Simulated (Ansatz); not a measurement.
```xyz
5
Lattice="4.8201 0.0000 0.0000 0.0000 4.8201 0.0000 0.0000 0.0000 4.8201" Properties=species:S:1:pos:R:3 pbc="T T T"
Si    0.0000    0.0000    0.0000
Pd    2.4100    2.4100    2.4100
Pt    0.0000    2.4100    2.4100
Pt    2.4100    0.0000    2.4100
Pt    2.4100    2.4100    0.0000
```

Space group Pm-3m; a structure generated by program, which may or may not match a known phase.

These are results of DFT PBE, scalar-relativistic, plane waves, PAW (Ansatz 0.2.0), not measurements.

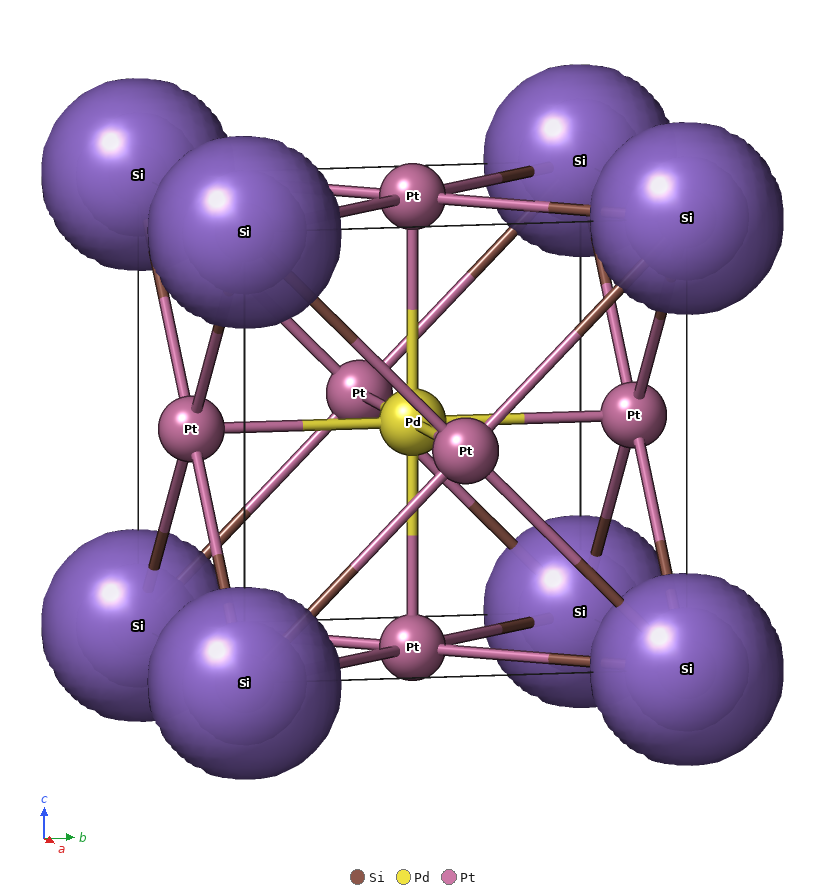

SiPdPt3. Isosurface of the electron localisation function at 0.8 (purple), seen slightly off an axis. Core shells and regions of very low density are left out. Sticks mark near contacts.

Q: Describe the localisation domains.

A: At this value the surface marks out one region wrapped around Si (its valence shell) and one small core shell on Si, counted in one cell of 5 atoms. Regions shared between cells count once. Along the contacts the grid gives the following. Pd–Pt (2.41 Å): the ELF is about 0.25 at the midpoint; no localised pair shows between them. Si–Pt (3.41 Å): the ELF is about 0.20 at the midpoint (no localised pair shows between them).
